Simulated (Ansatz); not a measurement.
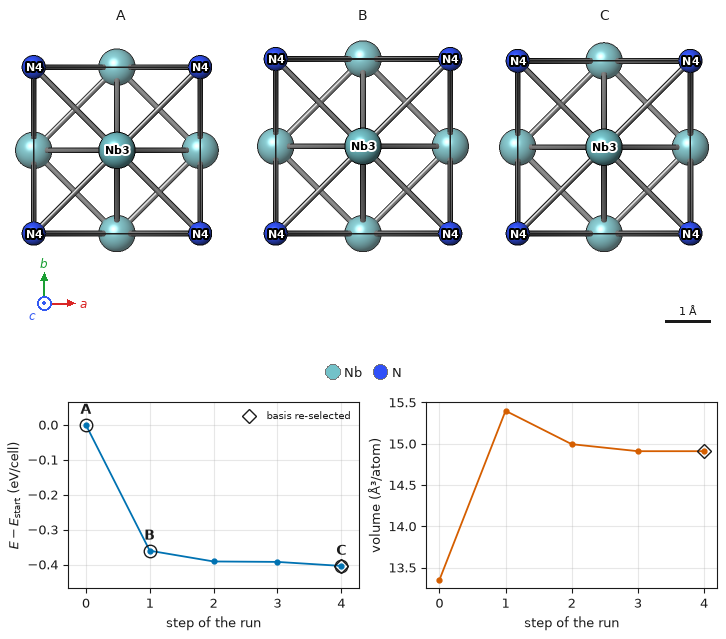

Frames of a relaxation of crystalline Nb3N (built on the Cu3Au (L1_2)_221 type) (coarse preliminary run), marked on the history of the run. The picture is a ball-and-stick view of the cell of the calculation, seen along the c axis.

Case: Cu3Au (L1_2) type (Pm-3m, No. 221).

Computed with Ansatz 0.2.0, DFT PBE, scalar-relativistic, plane waves, PAW.

Input
```yaml
crystal:
  lattice:
    - [3.7657532678, 0.0, 0.0]
    - [0.0, 3.7657532678, 0.0]
    - [0.0, 0.0, 3.7657532678]
  atoms:
    - { symbol: Nb, position: [0.0, 0.5, 0.5] }
    - { symbol: Nb, position: [0.5, 0.0, 0.5] }
    - { symbol: Nb, position: [0.5, 0.5, 0.0] }
    - { symbol: "N", position: [0.0, 0.0, 0.0] }
basis:
  ecutwfc: 420
kpoints:
  mp_grid: { grid: [4, 4, 4] }
hamiltonian:
  xc: pbe
scf:
  occupations: { method: gaussian, width: 0.1 }
  lower_state_search: "off"
output:
  forces: true
  stress: true
  eigenvalues: true
relax:
  adjacent_minimum: "off"
  f_tol: 0.04
  max_steps: 70
  cell: { stress_tol: 0.4 }
```

Command:
```bash
ansatz run input.yaml --threads 1 --pin off --max-ram 2560MiB --backend cpu --events-out ev --progress --plain --runs-dir out
```

Question: What happens along the run?

Answer: No atom moves by more than 0.005 Å relative to the cell. The drawn cell changes as follows: a = b = c 3.766 → 3.907 Å (+3.8 %); the volume changes by +11.7 %. Near-neighbour distances that change, for instance: Nb1–N4 2.663 → 2.763 Å, Nb1–Nb2 2.663 → 2.763 Å. The space group stays Pm-3m (No. 221). After 3 accepted moves (4 points after the start) the energy has fallen by 0.404 eV per cell of the calculation. All forces vanish by symmetry, so only the cell relaxes. The pressure goes from 22.58 to 0.27 GPa. At 1 point the geometry stayed and the basis and grid were re-selected for the new cell (energy shift of 11.5 meV per cell of the calculation at most each time). From step 0 to 1: volume +15.3 %, energy −0.360 eV per cell of the calculation. From step 1 to 4: volume −3.2 %, energy −43.5 meV per cell of the calculation.

```csv
step,"E − E(0), meV/atom","pressure, GPa","volume, Å³/atom",note
0,0.00,22.58,13.350,
1,-90.05,-4.82,15.400,
2,-97.75,-0.86,14.995,
3,-98.06,0.04,14.910,
4,-100.92,0.27,14.910,"same geometry, new basis"
```

Limits of the set-up: the k-point mesh is coarse for a cell with partly filled bands.
